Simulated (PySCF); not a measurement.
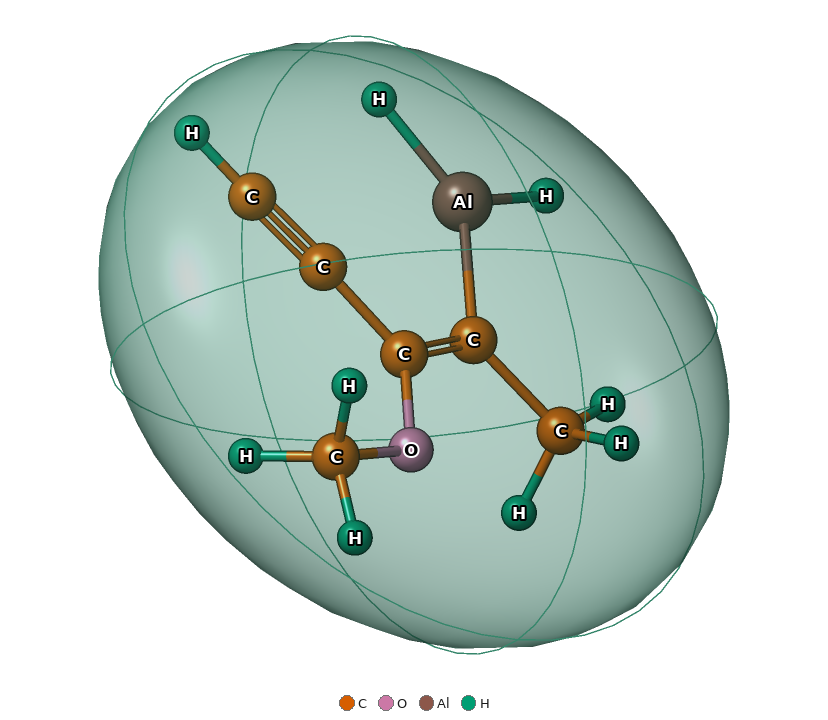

The ellipsoid shows the static dipole polarisability: its half-axes are proportional to the principal values. The computed structure is the end point of a GFN2-xTB optimisation. No frequency run is at hand to confirm it as a minimum. Method: PBE0/def2-SVPD (PySCF 2.14.0).

Question: How large and how anisotropic is the polarisability?

Answer: Principal values 71.0, 116.1, 141.6 bohr³; mean 109.6 bohr³ (16.24 Å³); anisotropy 61.9 bohr³, so the longest axis is 1.99 times the shortest.

The geometry is semi-empirical. Around Al such bond lengths and angles can be off by a tenth of an ångström or more and by several degrees, and values that hang on the shape move with them.
